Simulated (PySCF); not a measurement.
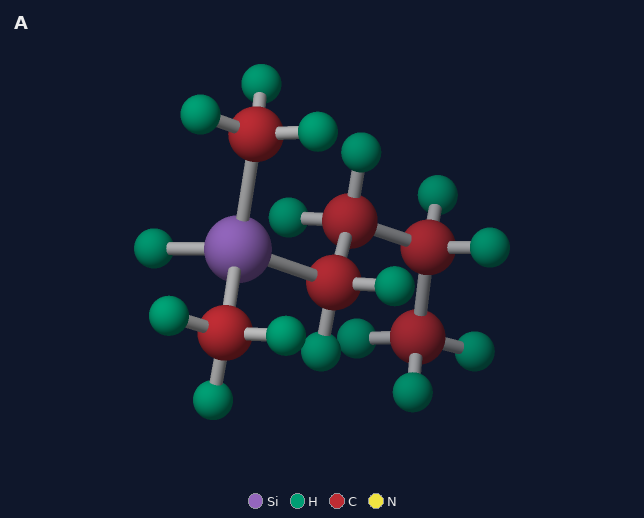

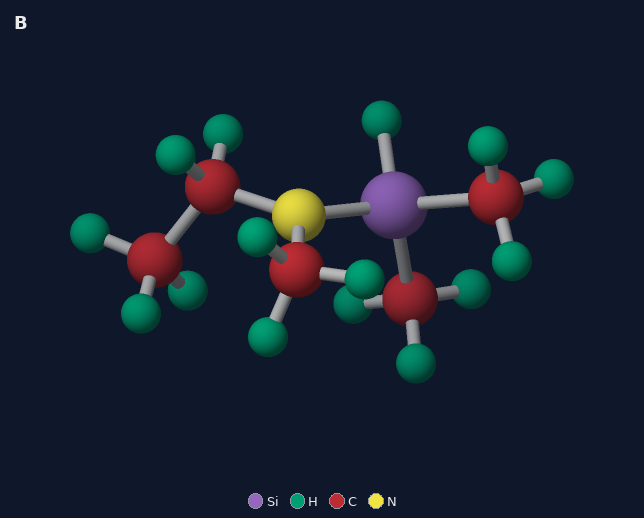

Two related species, optimised with PBE0-D3(BJ)/def2-SVP; properties computed with PySCF 2.14.0. Both: charge 0, singlet.

Identify both.

A is SiHMe2(nBu) (CCCC[SiH](C)C), B is SiHMe2(NMeEt) (CCN(C)[SiH](C)C).

Compare them. With B3LYP/pcSseg-1: dipole moment (D), HOMO–LUMO gap (eV), HOMO energy (Kohn–Sham orbital) (eV), shielding of Si (ppm). With PBE0/pcSseg-1: Hirshfeld charge of Si (e), IAO charge of Si (e). With B3LYP/def2-SVPD: lowest vertical singlet excitation (eV), mean static polarisability (bohr³). With PBE0-D3(BJ)/def2-SVP: mean Si–C length (Å), mean Si–H length (Å).

```tsv
quantity	A	B
dipole moment (D)	0.57	0.70
HOMO–LUMO gap (eV)	8.78	6.71
HOMO energy (Kohn–Sham orbital) (eV)	−7.80	−5.81
shielding of Si (ppm)	350.0	342.1
Hirshfeld charge of Si (e)	0.37	0.40
IAO charge of Si (e)	0.94	1.04
lowest vertical singlet excitation (eV)	7.30	5.31
mean static polarisability (bohr³)	103.3	98.6
mean Si–C length (Å)	1.885	1.881
mean Si–H length (Å)	1.502	1.500
```

Each is one conformer, and no frequency run is at hand to confirm it as a minimum.
